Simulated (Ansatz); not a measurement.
## Electronic structure of C2H6AlN in real space

Input file:

```
crystal:
  periodic: [false, false, false]
  atoms:
    - { symbol: "N", position_ang: [-1.479, -0.883, -1.3634] }
    - { symbol: C, position_ang: [-0.8279, -0.1103, -0.5907] }
    - { symbol: C, position_ang: [0.4022, -0.6548, -0.0065] }
    - { symbol: Al, position_ang: [0.09315, -2.30492, 1.19369] }
    - { symbol: H, position_ang: [-2.3937, -0.4808, -1.8107] }
    - { symbol: H, position_ang: [-1.1512, 0.9209, -0.3673] }
    - { symbol: H, position_ang: [1.14568, -0.95997, -0.76983] }
    - { symbol: H, position_ang: [0.90522, 0.09138, 0.70622] }
    - { symbol: H, position_ang: [-0.34422, -3.68264, 0.35932] }
    - { symbol: H, position_ang: [-0.68186, -2.10503, 2.5172] }
basis:
  gaussian: { orbitals: def2-SVP }
hamiltonian:
  xc: blyp
relax:
  f_tol: 0.015
  max_steps: 40
output:
  orbitals: {}
```

Command:

```sh
ansatz run input.yaml --threads 1 --pin off --max-ram 2048MiB --backend cpu --events-out ev --progress --plain --runs-dir out
```

The fields are those of the relaxed geometry.

Theory: RKS BLYP/def2-SVP in Ansatz.

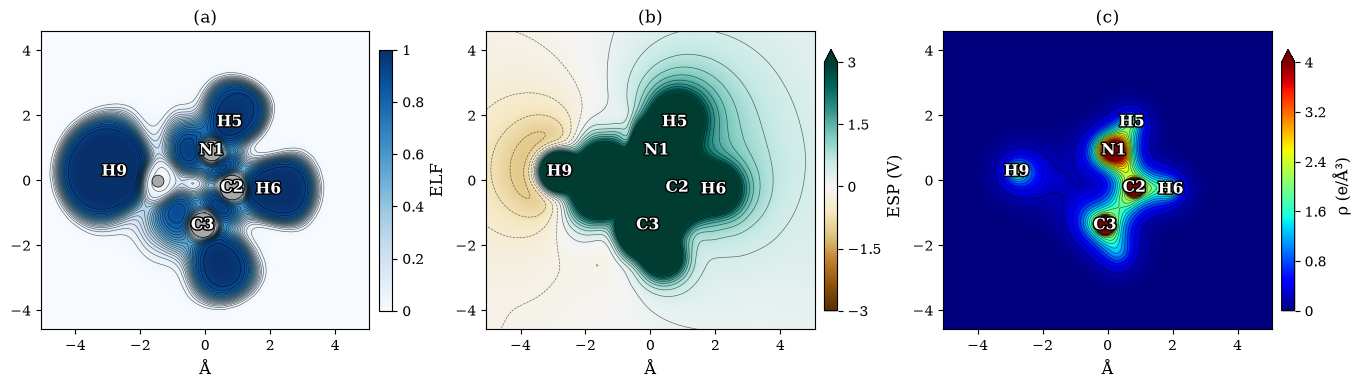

Figure 1. (a) electron localisation function; (b) electrostatic potential; (c) total electron density on the plane of atoms C3, C2 and H6. Grey discs cover the atomic cores in the ELF map.

What do the fields say about this system?

Answer.
- The plane passes through N, C and H nuclei.
- C–N (1.31 Å): the density is about 2.6 e/Å³ at the midpoint; the ELF peaks at about 0.90 between the atoms, as expected for a covalent bond.
- C–C (1.47 Å): ρ at the midpoint is about 1.8 e/Å³; the ELF peaks at about 0.95 between the atoms; a shared electron pair.
- N–H (1.03 Å): the density is about 2.8 e/Å³ at the midpoint; the ELF climbs to about 1 towards the hydrogen, as it does in any bond to H (an ordinary covalent bond to hydrogen).
- C–H (1.11 Å): ρ at the midpoint is about 1.9 e/Å³; the ELF climbs to about 1 towards the hydrogen: an ordinary covalent bond to hydrogen.
- Outside the dense part of the molecule the potential is most negative (−1.1 V) near H9.

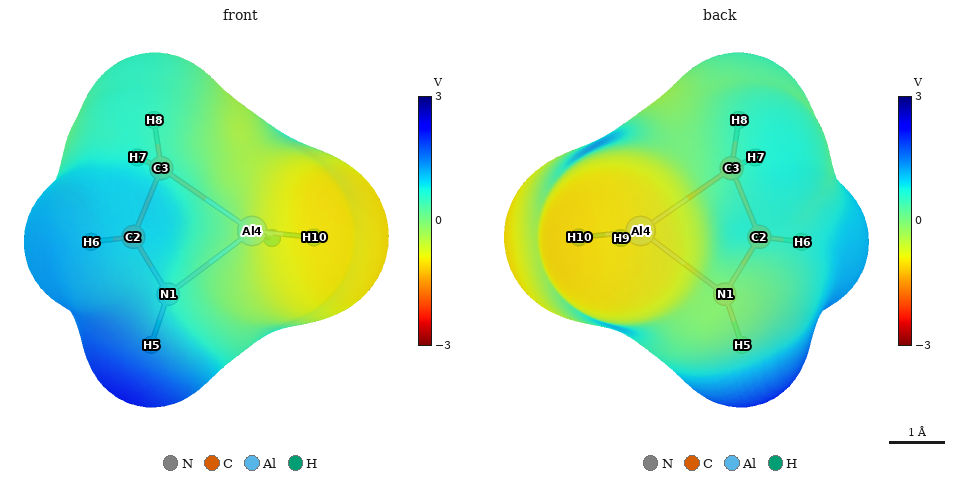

Figure 2. The electrostatic potential painted on the density surface at 0.002 e/bohr³, seen from the front and from behind; red is negative and blue positive.

Which sites attract a positive test charge, and which a negative one?

Answer. A positive charge is drawn to the negative regions and a negative charge to the positive ones. The most negative region (about −1.1 V) lies over H9, the most positive (about +2.1 V) over H5.

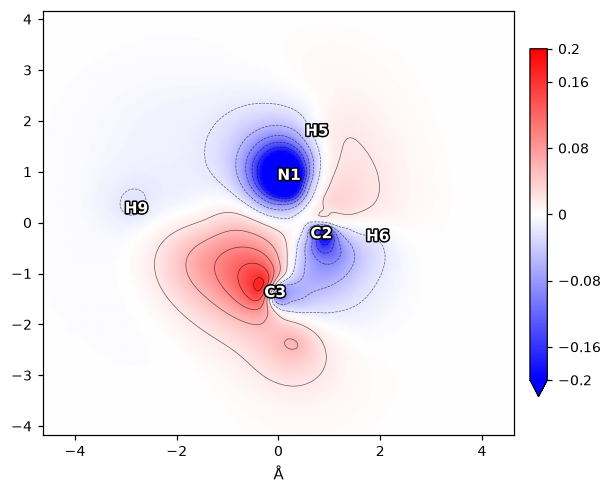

Figure 3. The LUMO on the plane of atoms C3, C2 and H6 (values in Å⁻³ᐟ²; the overall sign is arbitrary).

Describe this orbital and give its energy.

Answer. It lies mainly on C2 (about 45 %), N1 (about 30 %) and C3 (about 10 %); π-antibonding (π*) across C2–N1. Its energy is −2.15 eV.

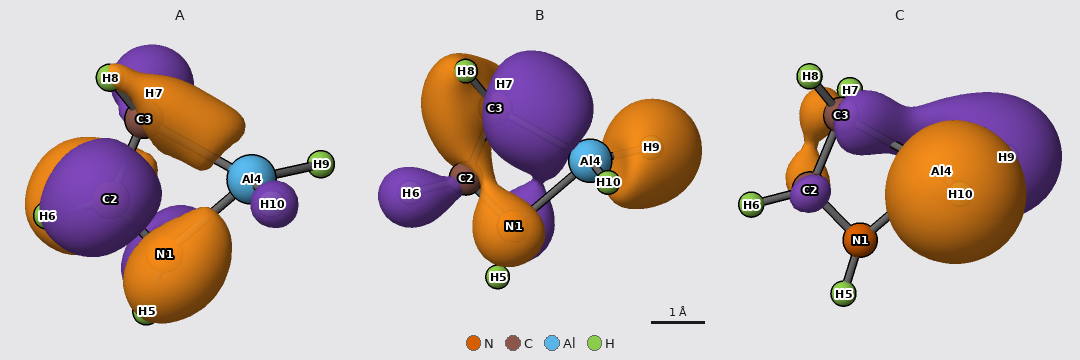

Figure 4. Three frontier orbitals at ±0.1 Å⁻³ᐟ² (orange and purple are the two phases), in no order.

Order the three orbitals by energy and name them.

Answer. C is the HOMO−1 (−6.18 eV). It lies mainly on H10 (about 35 %), Al4 (about 35 %) and H9 (about 20 %). B is the HOMO (−5.79 eV). Its weight (Hirshfeld) is mainly on C3 (about 40 %), Al4 (about 20 %), H9 (about 15 %), N1 (about 10 %) and C2 (about 10 %). A is the LUMO (−2.15 eV). Its weight (Hirshfeld) is mainly on C2 (about 45 %), N1 (about 30 %) and C3 (about 10 %); π-antibonding (π*) across C2–N1.

What is the HOMO–LUMO gap?

Answer. 3.64 eV between the orbital energies.
